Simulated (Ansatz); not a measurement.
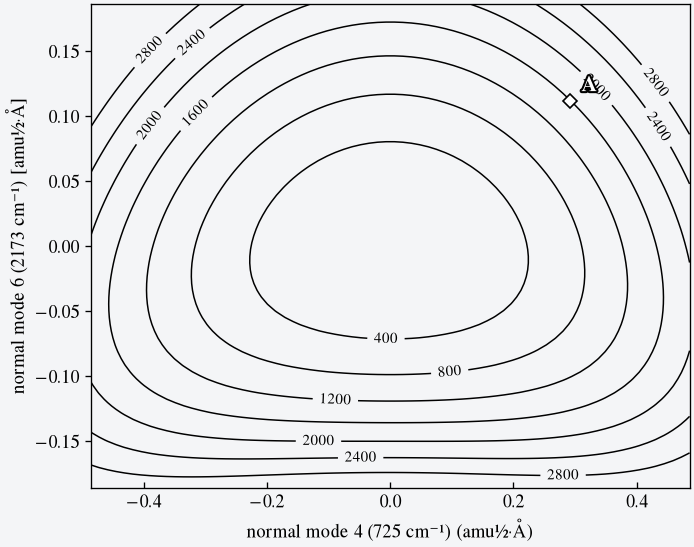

ClFGeH, SMILES [F][GeH][Cl], spin multiplicity 2. 
- First axis: normal mode 4 (725 cm⁻¹). Second axis: normal mode 6 (2173 cm⁻¹).
- Nothing is relaxed (straight displacements along the two mass-weighted modes).
- The grid has 11 × 11 points.
- Points are written as (first, second).
- Energies are in cm⁻¹, from the lowest grid point.
- Method: Ansatz, UHF/def2-TZVP.

The picture shows contour lines labelled in cm⁻¹ (none above 2800), the point A. Between grid points the surface is interpolated.

### Is A at rest? If not, where is it pushed?

A, at (0.292 amu½·Å, 0.112 amu½·Å), is not a stationary point. The computed force is 5900 cm⁻¹ for each amu½·Å towards smaller values of normal mode 4 (725 cm⁻¹) and 13000 cm⁻¹ for each amu½·Å towards smaller values of normal mode 6 (2173 cm⁻¹).
